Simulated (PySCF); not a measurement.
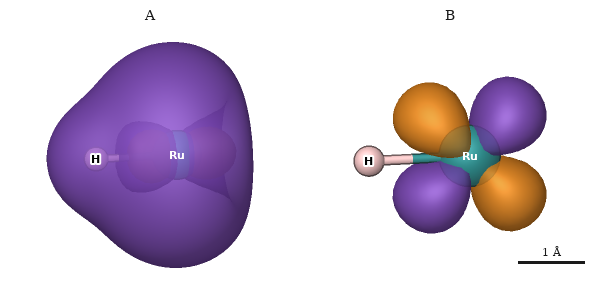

*RuH (quartet). Two frontier α-spin orbitals, each drawn at the value that holds 80 % of its norm (orange and purple are the two phases), in no order; of a degenerate pair one member is drawn.*

Core potentials replace the inner electrons of Ru.

The calculation used PySCF 2.14.0, PBE0/cc-pVDZ(-PP), non-relativistic Hamiltonian with scalar-relativistic core potentials where named, at a bond length of 1.589 Å.

Question: Label each orbital by symmetry, say whether it is occupied, and order them by energy.

Answer: Orbital B: π, occupied in this spin, −6.74 eV; almost wholly on Ru.
Orbital A: σ, occupied in this spin, −6.11 eV; mainly on Ru (90 %).
